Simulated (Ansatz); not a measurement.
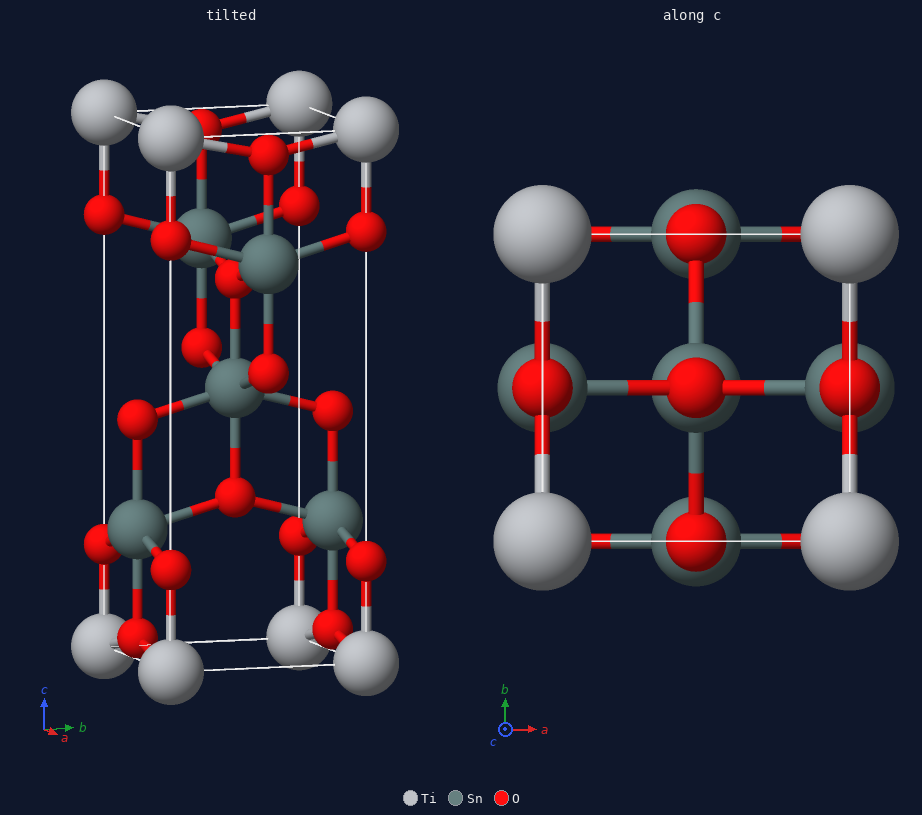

Shown here is a ball-and-stick view of the crystal, taken slightly off an axis and along the c axis. The edges of the conventional unit cell are marked.

TiSn₃O₈, space group P-4m2 (No. 115), a = 3.971 Å, b = 3.971 Å, c = 10.361 Å, α = 90.00°, β = 90.00°, γ = 90.00°. The structure comes from a structure type filled with these elements by a generator (whether the compound takes this form wasn't checked). Earlier steps of the study, as a rule a relaxation of our own, may have changed the cell and positions, so they can lie some per cent off the listed ones. It was run through Ansatz as a DFT input.

This one geometry was computed with Ansatz (DFT, plane waves, PAW) at three levels of theory: PBE+U (U_eff = 4.00 eV on Ti d), r2SCAN and PBE.

Question: Which level gives the highest pressure at this volume, and what does that say about its equilibrium volume?

Answer: Highest: PBE+U (U_eff = 4.00 eV on Ti d) (0.5 GPa), which points to the largest equilibrium volume. Lowest, with the smallest volume: r2SCAN (-6.2 GPa). Levels within 0.5 GPa of each other can't be told apart.

Question: How does the band gap change with the level of theory?

Answer: PBE+U (U_eff = 4.00 eV on Ti d): a gap of 1.77 eV, indirect; PBE: a gap of 1.79 eV, indirect; r2SCAN: a gap of 2.32 eV, indirect.

Question: Collect the results in a table.

Answer:
| level | cutoff (eV) | k-mesh of the run's cell | gap (eV) | pressure (GPa) |
| --- | --- | --- | --- | --- |
| PBE+U (U_eff = 4.00 eV on Ti d) | 420 | 8×8×4 | 1.77 | 0.5 |
| r2SCAN | 500 | 8×8×4 | 2.32 | -6.2 |
| PBE | 420 | 8×8×4 | 1.79 | 0.0 |

Gaps are taken on the k-mesh or band path of each run.
